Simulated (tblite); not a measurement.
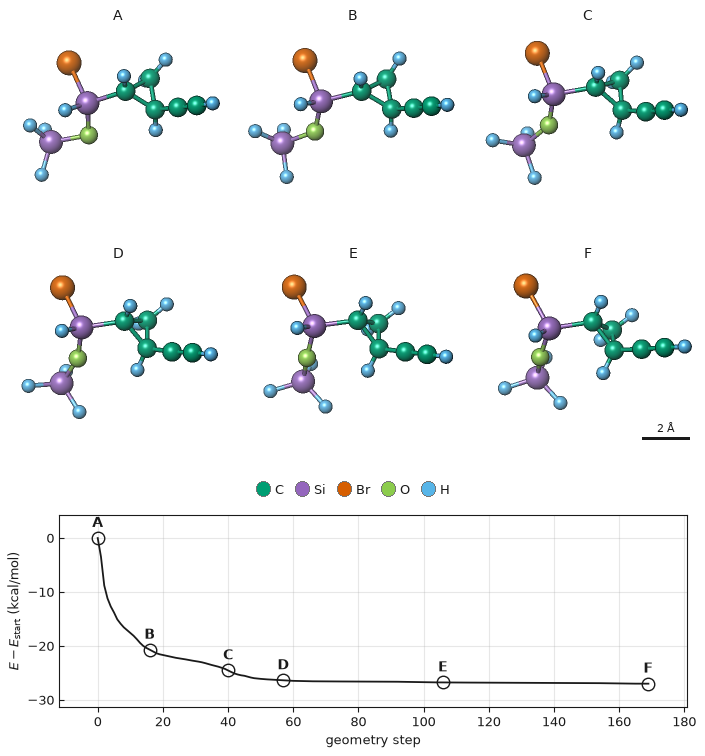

Frames of a relaxation of C5H9BrOSi2, marked on the history of the run. Style: ball-and-stick. Shown at a tilt.

Level of theory: GFN2-xTB geometry optimisation, gas phase in tblite 0.8.0. 

### Describe the path.

The largest move after the best rigid fit is that of an H atom, 2.11 Å. By element the largest moves are H 2.11 Å, Br 1.39 Å, O 1.23 Å, Si 0.90 Å, C 0.73 Å. Some distances before and after: Br–Si 3.464 → 4.228 Å, Si–Si 2.730 → 3.183 Å, O–Si 1.718 → 1.630 Å, O–Si 1.685 → 1.607 Å. Among the angles between lasting bonds that change: Si–O–Si 106.7° → 159.0°, O–Si–H 114.4° → 104.0°, H–Si–H 106.5° → 114.4°. Groups turn about O–Si by about 120°, O–Si by about 115°, C–Si by about 35°. The energy falls by 27.0 kcal/mol in 169 geometry steps. The run took 3.3 s on 1 thread of Arm Neoverse N1, with other jobs on the host. From step 0 to 16: an H atom moves most (0.55 Å), energy −20.7 kcal/mol. From step 16 to 40: an H atom moves most (0.55 Å), energy −3.83 kcal/mol. From step 40 to 57: an H atom moves most (0.66 Å), energy −1.83 kcal/mol. From step 57 to 106: an H atom moves most (0.53 Å), energy −0.39 kcal/mol. From step 106 to 169: an H atom moves most (0.51 Å), energy −0.23 kcal/mol.

```tsv
step	E − E(0), kcal/mol
0	0.00
1	-3.48
2	-8.78
3	-11.17
4	-12.68
5	-13.79
6	-15.06
7	-15.85
8	-16.54
9	-17.05
10	-17.57
18	-21.34
27	-22.48
35	-23.52
43	-25.28
52	-26.18
60	-26.45
69	-26.55
77	-26.58
85	-26.59
94	-26.64
102	-26.73
110	-26.76
119	-26.79
127	-26.80
136	-26.84
144	-26.86
152	-26.87
161	-26.95
169	-26.98
```
